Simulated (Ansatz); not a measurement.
# Si3H (quartet): trial inputs and their diagnosis at a displaced geometry (v2)

3 inputs are run for Si3H (quartet) as typed; the log has to tell whether the result can be used and what must change.

Computed with Ansatz 0.2.0, Gaussian basis. Level: the settings change from run to run.

33 further runs of the same task are left out: 23 that didn't finish, 10 set aside as unsound or not needed.

### Step 1. What is computed

The geometry is a PBE0/def2-TZVP stationary point (not a proven minimum) with its atoms shifted at random (size 0.100 Å).

4 atoms, charge 0, spin multiplicity 4.

Atoms are counted from 1 here; the program's logs count them from 0.

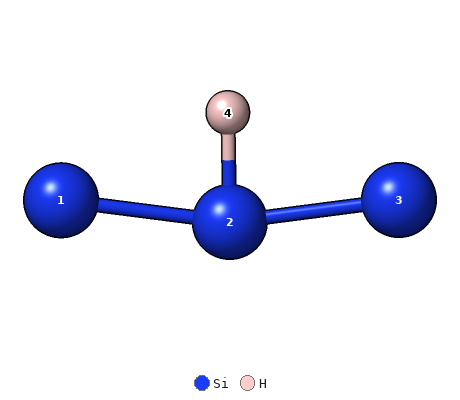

The structure; silicon blue, hydrogen pink; atoms are numbered from 1 in the order of the file.

### Step 2. Try 1

Input file in.yaml:

```yaml
crystal:
  periodic: [false, false, false]
  atoms:
    - {symbol: Si, position_ang: [0.083439, 0.094153, 2.253319]}
    - {symbol: Si, position_ang: [-0.081435, -0.209225, 0.006395]}
    - {symbol: Si, position_ang: [-0.004814, 0.070103, -2.260303]}
    - {symbol: H, position_ang: [0.078294, 1.252994, 0.016429]}
basis:
  gaussian: {orbitals: cc-pVDZ}
magnetization: {spin_polarized: false, initial_magnetization: 3}
correlation: {active_space: {window: {electrons: 5, orbitals: 5}, places: [1, 2]}}
```

Run with:

```
> ansatz run in.yaml --threads 1 --pin off --events-out ev --progress --plain --max-ram 2393MiB
```

The program printed:

```text
Error: invalid value for `correlation.active_space`: name one of window, places and ras
```

It took 0.06 s on 1 thread of AMD EPYC, shared host.

Diagnosis: The run was refused. The active space is defined twice. Cure: keep one definition.

### Step 3. Try 2

Input file in.yaml:

```yaml
crystal:
  periodic: [false, false, false]
  atoms:
    - {symbol: Si, position_ang: [0.083439, 0.094153, 2.253319]}
    - {symbol: Si, position_ang: [-0.081435, -0.209225, 0.006395]}
    - {symbol: Si, position_ang: [-0.004814, 0.070103, -2.260303]}
    - {symbol: H, position_ang: [0.078294, 1.252994, 0.016429]}
basis:
  gaussian: {orbitals: STO-3G}
magnetization: {spin_polarized: false, initial_magnetization: 3}
correlation: {method: mp2, electrons: outside_noble_gas}
frozen_core: true
```

Launched as before.

The program printed:

```text
Error: YAML parse error: error: line 12 column 1: unknown field `frozen_core`, expected one of crystal, accuracy, basis, kpoints, hamiltonian, magnetization, projection, total_charge, correlation, batch, efield, external_charges, scf, relax, neb, saddle, md, ramp, phonons, dielectric, real_time, elastic, magnetic_configurations, gw, evaluate, workflow, output, checkpoint, execution
  --> <input>:12:1
   |
10 | magnetization: {spin_polarized: false, initial_magnetization: 3}
11 | correlation: {method: mp2, electrons: outside_noble_gas}
12 | frozen_core: true
   | ^ unknown field `frozen_core`, expected one of crystal, accuracy, basis, kpoints, hamiltonian, magnetization, projection, total_charge, correlation, batch, efield, external_charges, scf, relax, neb, saddle, md, ramp, phonons, dielectric, real_time, elastic, magnetic_configurations, gw, evaluate, workflow, output, checkpoint, execution
```

It took 0.07 s on 1 thread of AMD EPYC, shared host.

Diagnosis: The run was refused. The input holds a key that the program doesn't read here. To mend it, remove it or spell it as the reference does.

### Step 4. Try 3

Input file in.yaml:

```yaml
crystal:
  periodic: [false, false, false]
  atoms:
    - {symbol: Si, position_ang: [0.083439, 0.094153, 2.253319]}
    - {symbol: Si, position_ang: [-0.081435, -0.209225, 0.006395]}
    - {symbol: Si, position_ang: [-0.004814, 0.070103, -2.260303]}
    - {symbol: H, position_ang: [0.078294, 1.252994, 0.016429]}
basis:
  gaussian: {orbitals: "6-31G*"}
magnetization: {spin_polarized: false, initial_magnetization: 3}
correlation: {method: fic_mrcisd_q, electrons: outside_noble_gas, active_space: {window: {electrons: 5, orbitals: 5}, states: [{multiplicity: 4, weights: [1, 1]}], root: 2}}
```

Launched as before.

The program printed:

```text
Error: the active space averages no state 2, counted from zero
```

It took 0.03 s on 1 thread of AMD EPYC, shared host.

Diagnosis: The run was refused. The root asked for lies beyond the states averaged. Cure: average more states or name a lower root.

### Step 5. How the runs ended

```csv
try,level,ended,cause,time
1,"CASSCF(5,5)/cc-pVDZ",refused,the active space is defined twice,0.06 s
2,MP2 on ROHF/STO-3G,refused,the input holds a key that the program doesn't read here,0.07 s
3,"MRCISD+Q(5,5)/6-31G*",refused,the root asked for lies beyond the states averaged,0.03 s
```

3 refused.
